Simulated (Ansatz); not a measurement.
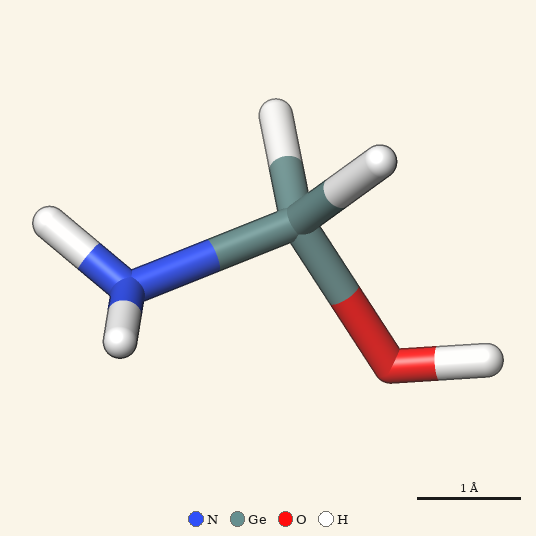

The structure as it stands in the input.

The calculation was set up as follows.

```yaml
crystal:
  periodic: [false, false, false]
  atoms:
    - {symbol: N, position_ang: [-1.031814, 0.492503, -0.794502]}
    - {symbol: Ge, position_ang: [0.497147, 0.055430, 0.087819]}
    - {symbol: O, position_ang: [0.294802, -1.658247, 0.524467]}
    - {symbol: H, position_ang: [-1.853929, 0.655504, -0.233380]}
    - {symbol: H, position_ang: [-0.943181, 1.208529, -1.499197]}
    - {symbol: H, position_ang: [0.748963, 0.819478, 1.410916]}
    - {symbol: H, position_ang: [1.655784, 0.242655, -0.906814]}
    - {symbol: H, position_ang: [0.724425, -1.872950, 1.354790]}
basis:
  gaussian: {orbitals: "6-31G*", point_charges: [{charge: 0.50, position_ang: [4.784, 0.774, 0.651]}]}
hamiltonian: {xc: {name: wB97X}}
output: {forces: true}
```

Command:

```sh
ansatz run in.yaml --threads 2 --pin off --events-out ev --progress --plain --max-ram 4352MiB
```

Result:

```
Functional definition: wB97X
  name "wB97X"
  cite "Chai & Head-Gordon, J. Chem. Phys. 128, 084106 (2008) doi:10.1063/1.2834918"
  cite "Becke, J. Chem. Phys. 107, 8554 (1997) doi:10.1063/1.475007"
  parameter omega = 0.3/bohr
  parameter cx = 0.157706
  parameter cx1 = 0.726479
  parameter cx2 = 1.04760
  parameter cx3 = -5.70635
  parameter cx4 = 13.2794
  parameter css1 = -4.33879
  parameter css2 = 18.2308
  parameter css3 = -31.7430
  parameter css4 = 17.2901
  parameter cos1 = 2.37031
  parameter cos2 = -11.3995
  parameter cos3 = 6.58405
  parameter cos4 = -3.78132
  # The coefficients of nought are those of the uniform gas.
  exchange = spin_sum(e_x_unif_sr(omega)*poly(b97_u_x, 1 - cx, cx1, cx2, cx3, cx4)) + cx*exact_x_sr(omega)
      + exact_x_lr(omega)
  correlation = spin_sum(e_c_pw_same_spin*poly(b97_u_same, 1, css1, css2, css3, css4))
      + integral(e_c_pw_opposite_spin*poly(b97_u_opposite, 1, cos1, cos2, cos3, cos4))
731 factors; integrals over basis functions are off by at most 5.3e-4 eV
197 factors; integrals over basis functions are off by at most 3.8e-6 eV
mean field evaluation 1: about -60123.1958 eV, gradient 6.0e1 eV
mean field evaluation 2: about -60121.9293 eV, gradient 6.7e1 eV
mean field evaluation 4: about -60129.5562 eV, gradient 2.4e0 eV
mean field evaluation 8: about -60129.6375 eV, gradient 1.4e-1 eV
mean field evaluation 16: about -60129.6375 eV, gradient 2.1e-5 eV
mean field -60129.63754501 eV, -2209.7234224471 hartree, gradient 2.1e-5 eV, S^2 0.000000; 0 other end points of the search recorded, 0 dependent functions left out
the calculation of the forces begins
reference -60129.63751501 eV, -2209.7234213445 hartree; 26, 26 occupied and 49, 49 virtual orbitals, 731 factors
Total energy: -60129.63751501 eV, -2209.7234213445 hartree
Atom 0 at    -1.031814     0.492503    -0.794502 Å, force     0.300506    -0.018091     0.035835 eV/Å
Atom 1 at     0.497147     0.055430     0.087819 Å, force    -0.590977    -0.141450    -0.043812 eV/Å
Atom 2 at     0.294802    -1.658247     0.524467 Å, force     0.033588    -0.004543    -0.223571 eV/Å
Atom 3 at    -1.853929     0.655504    -0.233380 Å, force    -0.099534    -0.014487     0.112509 eV/Å
Atom 4 at    -0.943181     1.208529    -1.499197 Å, force     0.003946     0.078519    -0.131441 eV/Å
Atom 5 at     0.748963     0.819478     1.410916 Å, force     0.126908     0.078910     0.066879 eV/Å
Atom 6 at     1.655784     0.242655    -0.906814 Å, force     0.166574     0.076885    -0.052333 eV/Å
Atom 7 at     0.724425    -1.872950     1.354790 Å, force     0.057684    -0.053434     0.254111 eV/Å
Dipole moment:    -0.014065     0.438581     0.240050 e Å
```

Self-consistency was reached.
